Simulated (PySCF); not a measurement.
# C3H2S (Thiopropynal): the cost of one run

Computed with PySCF 2.14.0 and routines of our own; the level stands in each step. Atoms count from 0.

## Step 1: The system as given

6 atoms, charge 0, multiplicity 1; geometry from: GFN2-xTB.

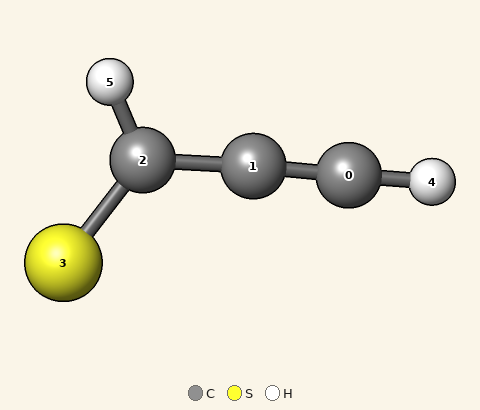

The starting geometry (carbon grey, sulfur yellow, hydrogen white).

## Step 2: Geometry optimisation at PBE/def2-TZVP

What the job is given:

```
{"job": {"xc": "PBE", "basis": "def2-TZVP", "grid": 1, "kind": "geom"}, "charge": 0, "multiplicity": 1}
C      1.542056    -0.199507    -0.060413
C      0.359889     0.031537    -0.006518
C     -1.016107     0.241430     0.049004
S     -2.110732    -0.956426    -0.088169
H      2.575011    -0.382396    -0.105471
H     -1.346995     1.267351     0.189992
```

Launch:

```
$ OMP_NUM_THREADS=1 python excited_run.py task.json out
```

The driver reads the jobs from task.json and runs them one after another.

**Question.** How long does this first job take on 1 thread of Arm Neoverse V1, shared host, and how much memory does it need?

About 23 s, with a peak of 0.5 GiB.
